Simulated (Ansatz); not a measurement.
Run report: Si2NH3, molecular dynamics (part 3 of 3)

Continued. System: Si2NH3. Method: UKS B3LYP-D4/def2-SVP (Ansatz 0.2.0). It belongs to a series of runs on one base structure; here: dynamics from the highest image of the converged band.

Geometry of the input (Å):
```
N  -1.3368  -0.3095  -0.5814
Si 0.1596  0.2912  0.0034
Si 2.2182  -0.5387  0.5223
H  -2.1319  0.3402  -0.5852
H  -0.5703  0.8140  -1.3149
H  1.6612  -0.5973  1.9557
```

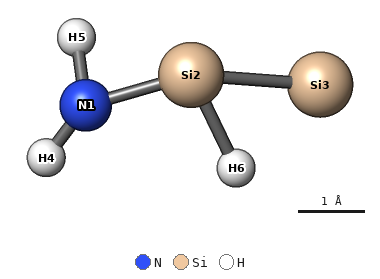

*The geometry at step 103 of the log (ball-and-stick view, seen on its broad side; atoms are numbered from 1 in the order of the input).*

### Trajectory as extended XYZ (Å, eV, eV/Å), 32 of the 201 frames kept, from step=0 to step=200
```
6
Properties=species:S:1:pos:R:3:forces:R:3 step=0 time_fs=0.0 energy=-17284.19453 temperature=300.0
N    -1.3368   -0.3095   -0.5814    0.0011   0.0070  -0.0004
Si    0.1596    0.2912    0.0034    0.0014  -0.0040   0.0000
Si    2.2182   -0.5387    0.5223   -0.0013   0.0008  -0.0008
H    -2.1319    0.3402   -0.5852    0.0009  -0.0024  -0.0016
H    -0.5703    0.8140   -1.3149   -0.0027  -0.0017   0.0017
H     1.6612   -0.5973    1.9557    0.0006   0.0004   0.0011
6
Properties=species:S:1:pos:R:3:forces:R:3 step=6 time_fs=3.0 energy=-17284.16504 temperature=244.0
N    -1.3381   -0.3120   -0.5752    1.1326  -0.3721  -0.3323
Si    0.1637    0.2951   -0.0052    0.0399  -0.0414   0.3776
Si    2.2179   -0.5396    0.5269    0.1093  -0.0056  -0.2783
H    -2.1187    0.3104   -0.6079   -1.1200   0.6658   0.1717
H    -0.6671    0.8433   -1.2509   -0.0337  -0.2784  -0.1091
H     1.6568   -0.6473    1.9403   -0.1281   0.0317   0.1703
6
Properties=species:S:1:pos:R:3:forces:R:3 step=13 time_fs=6.5 energy=-17284.17218 temperature=258.5
N    -1.3338   -0.3152   -0.5711   -0.8381   1.7714  -1.0800
Si    0.1688    0.2996   -0.0136    0.4627  -0.0191   0.9943
Si    2.2180   -0.5407    0.5313    0.1149  -0.0366  -0.3096
H    -2.1839    0.3156   -0.6126    0.7290  -0.9339   0.4857
H    -0.7860    0.8426   -1.1876   -0.2946  -0.8799  -0.1594
H     1.6381   -0.7018    1.9385   -0.1739   0.0980   0.0690
6
Properties=species:S:1:pos:R:3:forces:R:3 step=19 time_fs=9.5 energy=-17284.43893 temperature=774.9
N    -1.3337   -0.3075   -0.5746    0.1427   2.3035  -1.7967
Si    0.1748    0.3034   -0.0175    1.1334  -0.2370   1.8295
Si    2.2184   -0.5417    0.5340    0.0175  -0.0874  -0.2205
H    -2.1999    0.2541   -0.5734   -0.2478  -0.5067   0.7046
H    -0.9168    0.7604   -1.1490   -0.8782  -1.6810  -0.3513
H     1.6063   -0.7393    1.9432   -0.1677   0.2087  -0.1656
6
Properties=species:S:1:pos:R:3:forces:R:3 step=26 time_fs=13.0 energy=-17285.12645 temperature=2098.2
N    -1.3324   -0.2825   -0.5917   -0.5389  -0.8080   0.2861
Si    0.1860    0.3068   -0.0150    1.2514  -0.3715   1.9938
Si    2.2189   -0.5433    0.5362   -0.0577  -0.1629  -0.1401
H    -2.2552    0.1263   -0.4445   -0.5686  -0.6262   1.2001
H    -1.1523    0.5111   -1.1617    0.0681   1.6513  -3.0897
H     1.5508   -0.7596    1.9312   -0.1544   0.3173  -0.2502
6
Properties=species:S:1:pos:R:3:forces:R:3 step=32 time_fs=16.0 energy=-17285.81163 temperature=3414.2
N    -1.3344   -0.2625   -0.6060   -2.5223   1.0125  -0.4470
Si    0.1997    0.3085   -0.0064    0.6615  -0.2700   1.2270
Si    2.2191   -0.5451    0.5377   -0.1465  -0.0056  -0.2286
H    -2.3335   -0.0353   -0.2383    2.3087  -0.6246  -0.0243
H    -1.3719    0.3869   -1.4163   -0.0893  -0.3901  -0.3540
H     1.4882   -0.7489    1.8986   -0.2121   0.2778  -0.1729
6
Properties=species:S:1:pos:R:3:forces:R:3 step=39 time_fs=19.5 energy=-17285.52264 temperature=2870.3
N    -1.3550   -0.2341   -0.6271   -1.2194   1.5582  -3.2423
Si    0.2180    0.3093    0.0082   -0.2228  -0.5806   0.2416
Si    2.2189   -0.5473    0.5384   -0.1030   0.1591  -0.3186
H    -2.2107   -0.2788   -0.0058    1.1117   0.3378  -1.0619
H    -1.6164    0.2314   -1.7301    0.7399  -1.6737   4.4306
H     1.3914   -0.7067    1.8429   -0.3064   0.1992  -0.0495
6
Properties=species:S:1:pos:R:3:forces:R:3 step=45 time_fs=22.5 energy=-17286.02056 temperature=3819.3
N    -1.3811   -0.1992   -0.6648    1.4480   0.5584   0.0323
Si    0.2332    0.3081    0.0218   -1.0123  -0.7281  -0.7118
Si    2.2184   -0.5486    0.5381   -0.0352   0.1942  -0.1679
H    -1.9954   -0.4695    0.1080   -0.4453   0.0573  -0.7253
H    -1.7653   -0.0474   -1.6328    0.3440  -0.1759   1.6504
H     1.2808   -0.6518    1.7889   -0.2993   0.0941  -0.0777
6
Properties=species:S:1:pos:R:3:forces:R:3 step=52 time_fs=26.0 energy=-17285.77075 temperature=3334.2
N    -1.3968   -0.1532   -0.6978    1.7064  -0.0083   3.9980
Si    0.2467    0.3040    0.0346   -1.6352  -0.5580  -1.6209
Si    2.2176   -0.5494    0.5371    0.0052   0.1399   0.1463
H    -1.7700   -0.6741    0.1461   -0.0052   0.5678  -1.0928
H    -1.9687   -0.4180   -1.4685    0.0975  -0.0902  -1.1818
H     1.1206   -0.5787    1.7155   -0.1687  -0.0513  -0.2488
6
Properties=species:S:1:pos:R:3:forces:R:3 step=58 time_fs=29.0 energy=-17284.93948 temperature=1744.3
N    -1.3985   -0.1158   -0.6986   -1.7782  -2.7361   0.0677
Si    0.2532    0.2986    0.0404   -1.3654  -0.3388  -1.9046
Si    2.2169   -0.5497    0.5367   -0.0658   0.1291   0.3042
H    -1.5842   -0.8033    0.0846   -0.2703   0.6412  -0.2314
H    -2.1371   -0.7111   -1.4607    3.5506   2.4730   2.0434
H     0.9668   -0.5202    1.6309   -0.0709  -0.1684  -0.2793
6
Properties=species:S:1:pos:R:3:forces:R:3 step=65 time_fs=32.5 energy=-17285.11501 temperature=2069.9
N    -1.4118   -0.0922   -0.6967    0.3234  -2.1148   1.8206
Si    0.2555    0.2910    0.0396   -1.0013  -0.0714  -2.3089
Si    2.2157   -0.5494    0.5373   -0.4155   0.2742   0.2526
H    -1.3959   -0.8886   -0.0045   -0.3606   0.4476   0.9300
H    -1.9835   -0.7995   -1.2688    1.5034   1.8253  -0.7135
H     0.7791   -0.4717    1.5057   -0.0493  -0.3609   0.0192
6
Properties=species:S:1:pos:R:3:forces:R:3 step=71 time_fs=35.5 energy=-17284.86206 temperature=1594.1
N    -1.4193   -0.0815   -0.6798    3.4657   2.3812   6.3803
Si    0.2541    0.2843    0.0312   -0.4240   0.2654  -2.5099
Si    2.2134   -0.5482    0.5387   -0.6784   0.4061   0.1235
H    -1.2713   -0.9141   -0.0054   -0.8720   0.8821   0.9035
H    -1.7354   -0.7761   -1.2049   -1.5353  -3.3575  -5.4298
H     0.6143   -0.4635    1.4006    0.0440  -0.5773   0.5324
6
Properties=species:S:1:pos:R:3:forces:R:3 step=77 time_fs=38.5 energy=-17285.18768 temperature=2219.8
N    -1.4095   -0.0661   -0.6328    0.5058  -4.3494  -0.8268
Si    0.2515    0.2785    0.0154    0.7578   0.6980  -2.0022
Si    2.2090   -0.5459    0.5405   -0.7816   0.4145   0.1113
H    -1.2257   -0.8702    0.0624   -1.8100   0.4789  -0.0915
H    -1.5649   -0.8963   -1.4708    1.0169   3.3559   2.0895
H     0.4548   -0.5038    1.3392    0.3112  -0.5979   0.7196
6
Properties=species:S:1:pos:R:3:forces:R:3 step=84 time_fs=42.0 energy=-17285.53670 temperature=2895.0
N    -1.3925   -0.0762   -0.5830    0.9020  -1.9486  -3.5759
Si    0.2514    0.2740   -0.0105    1.1263   0.1983  -0.3476
Si    2.2009   -0.5415    0.5431   -0.7949   0.3230   0.1748
H    -1.3580   -0.7859    0.1461   -1.5011  -1.0148   0.1019
H    -1.2877   -0.7335   -1.5956   -0.4180   2.4218   3.6772
H     0.3042   -0.6080    1.3348    0.6857   0.0204  -0.0304
6
Properties=species:S:1:pos:R:3:forces:R:3 step=90 time_fs=45.0 energy=-17285.77137 temperature=3338.3
N    -1.3725   -0.0984   -0.5585   -0.5346   1.7639   4.2321
Si    0.2548    0.2710   -0.0340    0.7832  -0.3025   1.4132
Si    2.1913   -0.5367    0.5459   -0.7156   0.1978   0.2380
H    -1.6089   -0.7795    0.2052   -0.2981   0.1580  -1.8467
H    -1.0773   -0.3897   -1.4162   -0.3242  -2.2782  -3.5345
H     0.2382   -0.6997    1.3340    1.0893   0.4611  -0.5022
6
Properties=species:S:1:pos:R:3:forces:R:3 step=97 time_fs=48.5 energy=-17285.36006 temperature=2550.4
N    -1.3525   -0.1150   -0.5064    1.0862   1.3306  -1.0033
Si    0.2620    0.2663   -0.0558    0.4246  -0.6040   2.3516
Si    2.1774   -0.5304    0.5501   -0.4716   0.0528   0.3483
H    -1.9254   -0.7644    0.0886    0.7886   0.2576  -1.8645
H    -0.8923   -0.1611   -1.4806   -3.1628  -1.5017   0.6291
H     0.2796   -0.7594    1.2819    1.3351   0.4648  -0.4612
6
Properties=species:S:1:pos:R:3:forces:R:3 step=103 time_fs=51.5 energy=-17285.57490 temperature=2968.8
N    -1.3321   -0.1198   -0.4599    0.6521   0.5552  -4.3740
Si    0.2697    0.2605   -0.0671    0.1904  -0.4858   1.4827
Si    2.1638   -0.5247    0.5548   -0.1212   0.0203   0.3275
H    -2.1322   -0.7224   -0.1839    1.0115   0.4526  -0.5499
H    -0.9611   -0.1206   -1.5841   -2.8014  -0.6069   3.0886
H     0.4360   -0.7695    1.1967    1.0686   0.0647   0.0252
6
Properties=species:S:1:pos:R:3:forces:R:3 step=110 time_fs=55.0 energy=-17285.65501 temperature=3111.1
N    -1.3076   -0.1225   -0.4371   -3.6104  -0.9926  -1.1650
Si    0.2796    0.2520   -0.0747    0.3797   0.0809   0.5605
Si    2.1480   -0.5179    0.5614    1.6795   0.3164  -0.2394
H    -2.2486   -0.6172   -0.5372    1.4051   0.6197   2.3419
H    -1.3050   -0.1321   -1.4278    0.9828   0.6252  -2.2666
H     0.7199   -0.7792    1.1036   -0.8367  -0.6496   0.7686
6
Properties=species:S:1:pos:R:3:forces:R:3 step=116 time_fs=58.0 energy=-17284.58504 temperature=1057.8
N    -1.3061   -0.1299   -0.4293   -2.3784  -0.0239  -2.3175
Si    0.2892    0.2447   -0.0791   -0.2339  -0.0040   0.1952
Si    2.1401   -0.5110    0.5662    4.2089   0.9275  -1.1023
H    -2.2408   -0.4815   -0.6453   -1.1007  -0.9008   3.6893
H    -1.5467   -0.0905   -1.4302    2.8042   1.1791  -1.8366
H     0.8852   -0.8454    1.0940   -3.3001  -1.1779   1.3718
6
Properties=species:S:1:pos:R:3:forces:R:3 step=123 time_fs=61.5 energy=-17285.54701 temperature=2910.3
N    -1.3234   -0.1383   -0.4398   -2.3455   0.8649  -5.7601
Si    0.2991    0.2361   -0.0831   -1.2502  -0.5947   0.7137
Si    2.1452   -0.4999    0.5686    1.7718   0.0182   0.2391
H    -2.3155   -0.3959   -0.4010    0.4778   0.0057   2.0197
H    -1.5491    0.0570   -1.5887    1.8607  -0.4787   3.2064
H     0.7840   -1.0281    1.2007   -0.5145   0.1845  -0.4187
6
Properties=species:S:1:pos:R:3:forces:R:3 step=129 time_fs=64.5 energy=-17286.03607 temperature=3846.5
N    -1.3534   -0.1403   -0.4830   -1.5466   0.3109  -0.2221
Si    0.3037    0.2267   -0.0843   -1.9930  -1.1051   1.2117
Si    2.1564   -0.4900    0.5709    0.7731  -0.5274   0.7812
H    -2.3403   -0.3292   -0.0095    3.0087   0.9243  -1.2426
H    -1.3825    0.1544   -1.4813   -0.9613  -0.6037   0.6328
H     0.6207   -1.1798    1.2709    0.7191   1.0011  -1.1610
6
Properties=species:S:1:pos:R:3:forces:R:3 step=135 time_fs=67.5 energy=-17285.40816 temperature=2646.5
N    -1.3924   -0.1424   -0.5237    1.2332  -1.5783   6.3259
Si    0.3023    0.2140   -0.0818   -1.9333  -1.5416   1.2608
Si    2.1701   -0.4816    0.5755    0.3722  -0.6092   0.7721
H    -2.1365   -0.1905    0.2848    1.4243   0.8363  -3.0384
H    -1.2822    0.2363   -1.3819   -2.1408   1.6477  -4.1118
H     0.5141   -1.2487    1.2451    1.0443   1.2451  -1.2086
6
Properties=species:S:1:pos:R:3:forces:R:3 step=142 time_fs=71.0 energy=-17285.59433 temperature=3010.3
N    -1.4256   -0.1520   -0.5391    3.7290   0.8767  -3.6538
Si    0.2935    0.1933   -0.0745   -0.9489  -1.5412   0.2749
Si    2.1876   -0.4741    0.5837   -0.0483  -0.3950   0.4769
H    -1.7861    0.0692    0.3649   -2.0487   1.3030   0.1216
H    -1.3956    0.4287   -1.5256   -1.6184  -1.2300   3.5521
H     0.4981   -1.2007    1.0910    0.9353   0.9865  -0.7717
6
Properties=species:S:1:pos:R:3:forces:R:3 step=148 time_fs=74.0 energy=-17286.12360 temperature=4020.0
N    -1.4322   -0.1541   -0.5665    0.9062   2.5162   1.1504
Si    0.2826    0.1706   -0.0673    0.0807  -0.4283  -1.0612
Si    2.2026   -0.4690    0.5923   -0.1545   0.0340   0.0993
H    -1.6315    0.3848    0.3705   -1.3164  -0.8184  -2.1180
H    -1.6422    0.5046   -1.3929    0.0456  -0.9260   1.6259
H     0.5679   -1.0753    0.8909    0.4384  -0.3774   0.3036
6
Properties=species:S:1:pos:R:3:forces:R:3 step=155 time_fs=77.5 energy=-17285.25246 temperature=2347.4
N    -1.4305   -0.1396   -0.5885    0.5139   2.4965   3.8203
Si    0.2698    0.1435   -0.0635   -0.0732   1.9174  -2.5683
Si    2.2196   -0.4627    0.6027    0.1273   0.5795  -0.2259
H    -1.5924    0.6612    0.1950   -0.4709  -2.3262  -0.2116
H    -1.9510    0.5283   -1.1210   -0.0586   0.1986  -2.4993
H     0.6957   -0.9970    0.7046   -0.0386  -2.8658   1.6847
6
Properties=species:S:1:pos:R:3:forces:R:3 step=161 time_fs=80.5 energy=-17285.00944 temperature=1876.6
N    -1.4273   -0.1097   -0.5850   -1.8094   2.9506  -0.0129
Si    0.2588    0.1253   -0.0679    0.4275   0.5147  -1.4422
Si    2.2345   -0.4555    0.6110   -0.1211   0.6433  -0.2780
H    -1.6093    0.7092    0.0161   -0.1155  -0.1518   2.4196
H    -2.1941    0.5346   -1.0727    2.0644  -2.4746  -1.2876
H     0.8013   -1.1575    0.6780   -0.4458  -1.4822   0.6010
6
Properties=species:S:1:pos:R:3:forces:R:3 step=168 time_fs=84.0 energy=-17285.73994 temperature=3284.4
N    -1.4361   -0.0530   -0.5790   -1.2580   2.4483   0.5155
Si    0.2476    0.1058   -0.0788    0.4059  -1.1293  -0.7328
Si    2.2510   -0.4450    0.6196   -1.1478  -0.1594  -0.2094
H    -1.6488    0.7403    0.0447   -0.3237  -0.1885   1.2418
H    -2.2675    0.3018   -1.1576    1.9997  -1.6495  -0.6502
H     0.8910   -1.4917    0.7130    0.3240   0.6783  -0.1649
6
Properties=species:S:1:pos:R:3:forces:R:3 step=174 time_fs=87.0 energy=-17286.16222 temperature=4103.5
N    -1.4509    0.0118   -0.5696    0.9086   2.4015   2.9650
Si    0.2392    0.0857   -0.0907    0.0132  -1.4499  -0.6232
Si    2.2616   -0.4364    0.6263   -1.3691  -0.6208  -0.2023
H    -1.7140    0.7513    0.1849   -0.6789  -1.6088  -1.7157
H    -2.1583   -0.0529   -1.3008    0.5499  -0.0904  -0.1885
H     0.9899   -1.7322    0.7337    0.5763   1.3684  -0.2354
6
Properties=species:S:1:pos:R:3:forces:R:3 step=181 time_fs=90.5 energy=-17286.06142 temperature=3911.3
N    -1.4632    0.1019   -0.5433    1.5463  -2.1096  -2.7623
Si    0.2297    0.0569   -0.1069    0.1066  -1.0292  -0.1722
Si    2.2686   -0.4287    0.6332   -1.4071  -0.8234  -0.2872
H    -1.8736    0.6221    0.2043   -1.8575   0.0851   0.0204
H    -1.9356   -0.4542   -1.4279    1.1049   2.3151   3.3445
H     1.1669   -1.8642    0.7336    0.5067   1.5621  -0.1432
6
Properties=species:S:1:pos:R:3:forces:R:3 step=187 time_fs=93.5 energy=-17286.48570 temperature=4721.8
N    -1.4645    0.1696   -0.5330    0.9185  -1.5418  -0.7850
Si    0.2219    0.0287   -0.1214    0.3877  -0.3965   0.4295
Si    2.2700   -0.4248    0.6382   -1.1739  -0.5282  -0.3560
H    -2.1552    0.4834    0.1822    0.2477  -0.8023  -1.0253
H    -1.6558   -0.6105   -1.2712   -0.5862   2.1181   1.7758
H     1.3659   -1.8344    0.7196    0.2063   1.1507  -0.0390
6
Properties=species:S:1:pos:R:3:forces:R:3 step=194 time_fs=97.0 energy=-17285.73634 temperature=3281.6
N    -1.4610    0.2401   -0.5241   -1.9685   1.0459   2.4967
Si    0.2146   -0.0055   -0.1364    1.0357   0.3888   1.1671
Si    2.2675   -0.4214    0.6426    0.2107   2.0247  -0.4829
H    -2.4332    0.2599    0.0550    3.2061   0.1504  -1.2856
H    -1.3938   -0.6402   -0.9524   -1.3765  -2.0171  -2.0483
H     1.6070   -1.7022    0.7008   -1.1075  -1.5927   0.1530
6
Properties=species:S:1:pos:R:3:forces:R:3 step=200 time_fs=100.0 energy=-17285.11054 temperature=2068.8
N    -1.4676    0.3018   -0.5035    0.6774  -3.8434  -0.9605
Si    0.2115   -0.0338   -0.1457    0.9121   0.6335   1.2528
Si    2.2655   -0.4125    0.6449    0.3425   2.7246  -0.4106
H    -2.4160    0.0756   -0.1630    0.3889   1.1669   0.8878
H    -1.2953   -0.7612   -0.8191   -1.1205   1.6494  -0.8256
H     1.7248   -1.7127    0.6960   -1.2005  -2.3310   0.0561
```

### Results in brief

| quantity | value |
| --- | --- |
| outcome | finished |
| mean temperature over the second half | 3111 K |
| trajectory | 200 steps, 100 fs |
| ensemble | nve |
| temperature in the input | 300.0 K |
| time step | 0.5 fs |
| potential energy (last step) | −17285.1108 eV |
| mean-field energy (last step) | −17284.9002 eV |
| largest force (length of the vector) (last step) | 4.019 eV/Å |
| hardware | 2 threads of Arm Neoverse V1, 24 GiB of memory available, shared host |
| wall time | 5.5 min (CPU time 11 min) |
| peak memory | 0.17 GiB |

So short a trajectory is not equilibrated.
